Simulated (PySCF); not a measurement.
# What a change does: NMR shielding calculation on HCl

System: HCl.
Method of the first run: GIAO PBE0/pcSseg-1 NMR shielding, non-relativistic, IEF-PCM chloroform (PySCF 2.14.0).

The geometry comes from this level: PBE0-D3(BJ)/def2-SVP. Text and figures count atoms from 1; the logs count them from 0 in places.

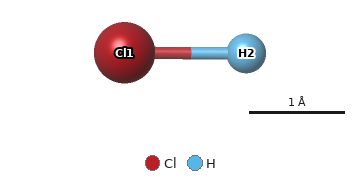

Figure 1. The input geometry (ball-and-stick view, seen on its broad side; atoms are numbered from 1 in the order of the input). Bond lengths as drawn: Cl–H 1.29 Å.

**Input file, the first run**
```
{"job": {"kind": "nmr", "xc": "PBE0", "basis": "pcSseg-1", "solvent": "chloroform", "pop": false}, "charge": 0, "multiplicity": 1}
Cl     0.645278    -0.005613    -0.005897
H     -0.639768     0.008143    -0.022403
```

The first line tells a small driver script what to run in PySCF; the rest is the geometry in Å.

Hardware: 1 CPU thread, shared host.

**Output (the first run)**
```
coarse grid: 2248 points
cycle   1  E = -460.6190238488  dE = -5.071e-02  |g| = 1.745e-01  |ddm| = 9.746e-01
cycle   2  E = -460.6235670550  dE = -4.543e-03  |g| = 1.481e-01  |ddm| = 3.583e-01
cycle   3  E = -460.6287046463  dE = -5.138e-03  |g| = 9.222e-03  |ddm| = 1.534e-01
cycle   4  E = -460.6287121130  dE = -7.467e-06  |g| = 9.109e-04  |ddm| = 4.783e-03
final grid: 17120 points
cycle   5  E = -460.6333732654  dE = -5.604e-06  |g| = 2.446e-03  |ddm| = 4.578e-03
cycle   6  E = -460.6333734927  dE = -2.273e-07  |g| = 1.517e-03  |ddm| = 2.848e-03
cycle   7  E = -460.6333738408  dE = -3.481e-07  |g| = 1.432e-04  |ddm| = 1.449e-03
cycle   8  E = -460.6333738460  dE = -5.235e-09  |g| = 5.645e-06  |ddm| = 1.678e-04
cycle   9  E = -460.6333738460  dE = -4.036e-12  |g| = 2.055e-06  |ddm| = 6.741e-06
converged SCF energy = -460.6333738460

GIAO shielding tensors (ppm)
atom      isotropic    diamagn.    paramagn.     s11        s22        s33       span
  0 Cl     961.564    1146.657    -185.093    867.765    867.766   1149.162    281.397
  1 H       29.342      27.778       1.564     21.979     21.979     44.067     22.088
```

The second run used a changed input.

**The two runs side by side**

| quantity | the first run | the second run |
| --- | --- | --- |
| outcome | converged | converged |
| total energy (hartree) | −460.633374 | −460.786369 |
| HOMO (eV) | −9.38 | −11.38 |
| LUMO (eV) | 0.78 | 2.60 |
| dipole moment (D) | 1.71 | 1.72 |
| shielding of Cl1 (ppm) | 961.6 | 958.0 |
| shielding of H2 (ppm) | 29.3 | 29.4 |
| SCF iterations | 9 | 10 |
| basis functions | 29 | 29 |

What was changed in the input?

The change (lines with − go, lines with + come):
```diff
-"xc": "PBE0"
+"xc": "wB97X-D"
```

The total energies belong to different methods, so their difference says nothing on which is more stable or more accurate. The HOMO goes from −9.38 to −11.38 eV. The LUMO goes from 0.78 to 2.60 eV. Of all shieldings, the largest change is that of Cl1, by −3.6 ppm. The functional changes from PBE0 to wB97X-D. The SCF takes 10 iterations against 9.

**Output (the second run)**
```
coarse grid: 2248 points
cycle   1  E = -460.7642892370  dE = -8.545e-02  |g| = 1.918e-01  |ddm| = 9.601e-01
cycle   2  E = -460.7745677914  dE = -1.028e-02  |g| = 1.078e-01  |ddm| = 3.165e-01
cycle   3  E = -460.7770065249  dE = -2.439e-03  |g| = 1.155e-02  |ddm| = 1.022e-01
cycle   4  E = -460.7770244438  dE = -1.792e-05  |g| = 2.163e-03  |ddm| = 7.403e-03
cycle   5  E = -460.7770260592  dE = -1.615e-06  |g| = 4.192e-04  |ddm| = 2.592e-03
final grid: 17120 points
cycle   6  E = -460.7863675361  dE = -2.455e-05  |g| = 2.683e-03  |ddm| = 1.428e-02
cycle   7  E = -460.7863687056  dE = -1.169e-06  |g| = 1.698e-03  |ddm| = 4.689e-03
cycle   8  E = -460.7863691822  dE = -4.766e-07  |g| = 9.963e-05  |ddm| = 1.536e-03
cycle   9  E = -460.7863691833  dE = -1.137e-09  |g| = 1.292e-05  |ddm| = 7.874e-05
cycle  10  E = -460.7863691834  dE = -5.559e-11  |g| = 2.686e-06  |ddm| = 2.473e-05
converged SCF energy = -460.7863691834

GIAO shielding tensors (ppm)
atom      isotropic    diamagn.    paramagn.     s11        s22        s33       span
  0 Cl     957.992    1146.819    -188.827    862.334    862.336   1149.305    286.971
  1 H       29.436      27.899       1.537     22.114     22.114     44.080     21.965
```
